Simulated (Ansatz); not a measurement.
Start from GaSe in the beta-GaS type structure (space group P6_3/mmc, No. 194; a = 3.769 Å, c = 15.964 Å; layered, stacked along the Cartesian z axis).

Now apply this change: In takes the place of Ga on all its sites, then cell and atoms are relaxed.

All numbers come from PBE-D3(BJ)/PAW in Ansatz (a first-principles code), spin-orbit coupling left out, earlier PAW set.

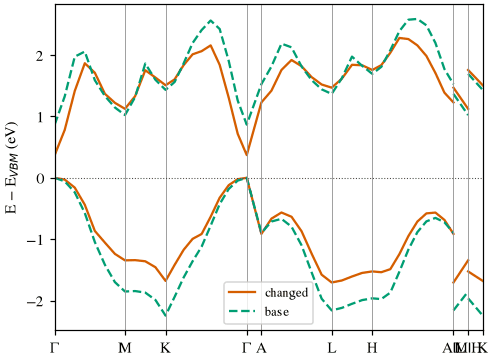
Figure: Highest valence and lowest conduction band along the path, each from its own valence-band maximum

Question: Read the changed gap and its character from the plot.

Answer: About 0.37 eV, direct at Γ.

No phonon test of stability was made.
